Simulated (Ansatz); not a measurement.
A series of calculations on GeH$_{2}$OClF

## 1. Relaxation

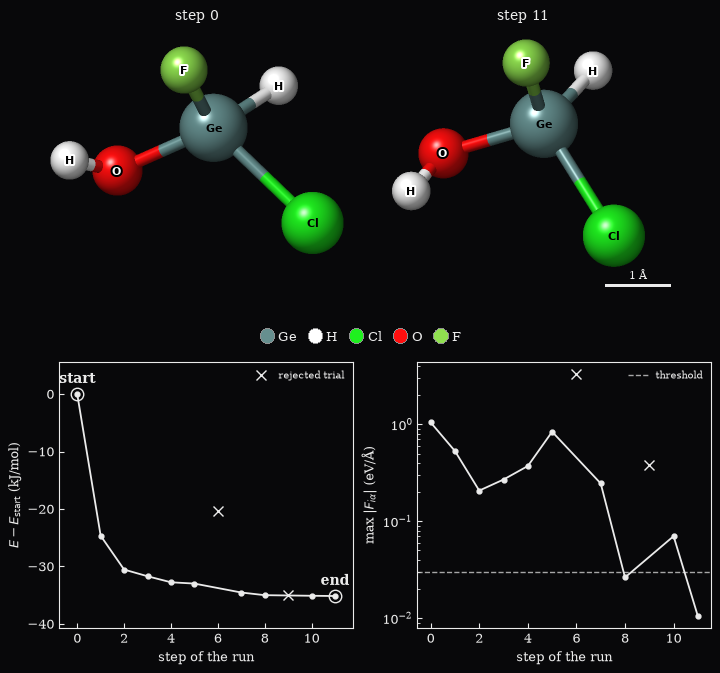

First and last geometry of a relaxation of GeH2OClF, with the history of the run. A ball-and-stick model, seen at a tilt.

The run prepares an end point of a later path (reaction) calculation, from a guessed geometry.

Level of theory: RKS PBE-D4/def2-SVP in Ansatz. Set-up: no spin polarisation; force threshold 0.03 eV/Å; at most 50 steps.

Read the history and describe the run.

It converged. The largest move after the best rigid fit is that of an H atom, 0.54 Å. By element the largest moves are H 0.54 Å, Cl 0.47 Å, F 0.27 Å, O 0.27 Å, Ge 0.09 Å. Among the contacts that change: Cl–Ge 2.189 → 2.161 Å. Bond angles that change, for instance: H–Ge–Cl 87.2° → 113.2°, H–Ge–O 119.4° → 108.6°, H–Ge–F 117.0° → 110.2°. Groups turn about Ge–O by about 55°. After 9 accepted moves (11 points after the start) the energy has fallen by 35.1 kJ/mol. The largest force component goes from 1 to 0.01 eV/Å. The line search rejected the trial steps at points 6, 9 of the run. The forces were under the threshold at step 8, but the run went on from there.

```tsv
step	E − E(0), kJ/mol	largest force component, eV/Å	note
0	0.00	1.0492	
1	-24.65	0.5309	
2	-30.54	0.2074	
3	-31.70	0.2699	
4	-32.75	0.3720	
5	-32.98	0.8400	
6	-20.32	3.3247	rejected
7	-34.53	0.2459	
8	-34.99	0.0263	
9	-34.96	0.3857	rejected
10	-35.10	0.0702	
11	-35.14	0.0105
```

## 2. Relaxation

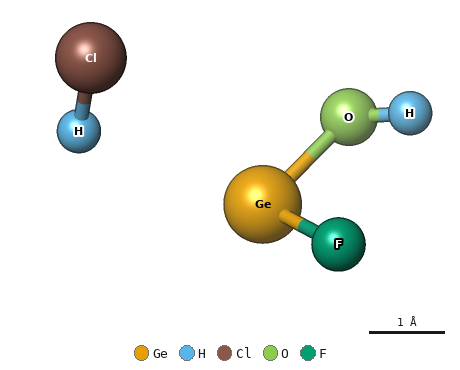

GeH2OClF, before the relaxation. A ball-and-stick model, seen at a tilt.

The run prepares an end point of a later path (reaction) calculation, from a guessed geometry.

Computed with RKS PBE-D4/def2-SVP in Ansatz.

The input:
```yaml
crystal:
  periodic: [false, false, false]
  atoms:
    - { symbol: Ge, position_ang: [-0.822867, -0.092211, 0.456978] }
    - { symbol: H, position_ang: [1.619638, -0.083952, 1.723403] }
    - { symbol: Cl, position_ang: [2.572116, 0.111002, 0.803074] }
    - { symbol: O, position_ang: [-1.250085, 1.39838, -0.460133] }
    - { symbol: H, position_ang: [-1.434201, 1.200808, -1.404523] }
    - { symbol: F, position_ang: [-1.010101, -1.247025, -0.892999] }
basis:
  gaussian: { orbitals: def2-SVP }
hamiltonian:
  xc: pbe
  dispersion: d4
relax:
  f_tol: 0.03
  max_steps: 50
```

Run as
```bash
ansatz run input.yaml --threads 2 --pin off --max-ram 3072MiB --backend cpu --events-out ev --progress --plain --runs-dir out
```

Q: Where does the relaxation end?

A: Over 10 accepted moves (12 points after the start) the energy falls by 0.074 eV. Largest force component: 0.78 eV/Å at the start, 0.02 eV/Å at the end. The line search rejected the trial steps at points 1, 4 of the run. The largest move after the best rigid fit is that of Cl3, 0.46 Å. Largest moves by element: Cl 0.46 Å, H 0.45 Å, Ge 0.20 Å, F 0.13 Å, O 0.05 Å. Among the contacts that change: Ge1–Cl3 3.419 → 3.176 Å, H2–Cl3 1.339 → 1.299 Å.

The structure at the end:

```xyz
6

Ge   -1.0235   -0.1224    0.4796
H     2.0160   -0.0316    1.9235
Cl    2.1437    0.0539    0.6335
O    -1.3026    1.3927   -0.4589
H    -1.2642    1.2112   -1.4209
F    -0.8949   -1.2169   -0.9310
```

The end point in the same view:

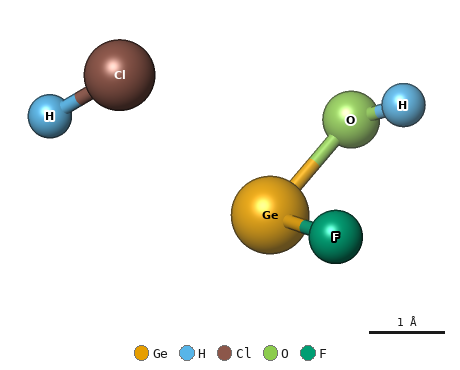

Limits of the set-up: the start holds two separate molecules, 2.8 Å apart at their closest, whose relative position is a soft coordinate.

## 3. Path

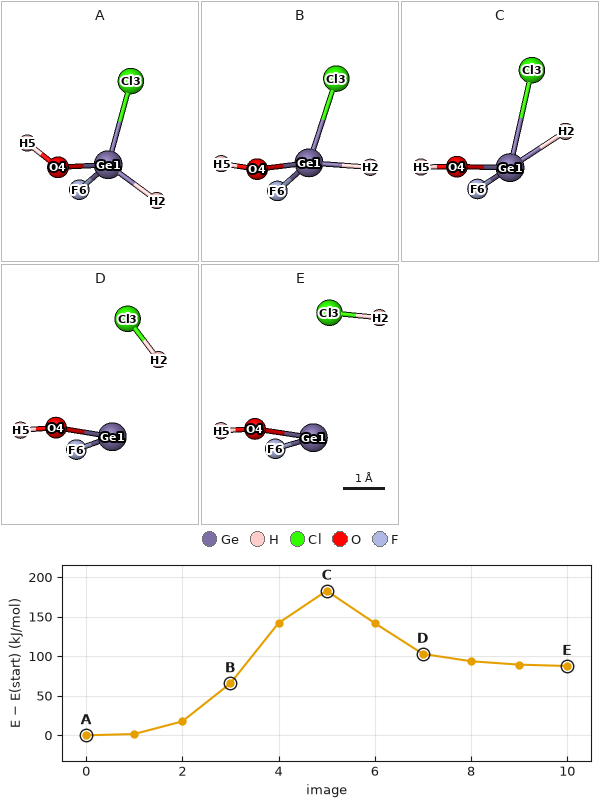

A search for the minimum-energy path of GeH$_{2}$OClF by the nudged elastic band. Images are numbered from 0 (start) to 10 (end). Frames A to E are images 0, 3, 5, 7, 10. The picture is a ball-and-stick view, seen at a tilt.

These are results of RKS PBE-D4/def2-SVP (Ansatz), not measurements. Settings: 9 movable images; climbing image; force threshold 0.03 eV/Å; iteration limit 60; starting path through a guess of the saddle point.

What happens along the path, and what is the barrier?

The energy climbs by 182.9 kJ/mol to image 5 and then falls by 95.2 kJ/mol, so the end point sits at +87.7 kJ/mol. Breaking: Ge1–Cl3 (2.16 → 2.50 at the top → 3.18 Å), Ge1–H2 (1.53 → 1.62 at the top → 3.37 Å). Forming: H2–Cl3 (3.11 → 1.79 at the top → 1.30 Å). The band converged in 12 iterations. The largest component of the band force went from 21 to 0.028 eV/Å. The climbing image converged on the top of the path. Its vibrational analysis gives one imaginary mode (908i cm⁻¹), as a transition state must have.

Cost: 2.3 min on 2 threads of Arm Neoverse V1, on a shared host, peak memory 0.13 GiB.
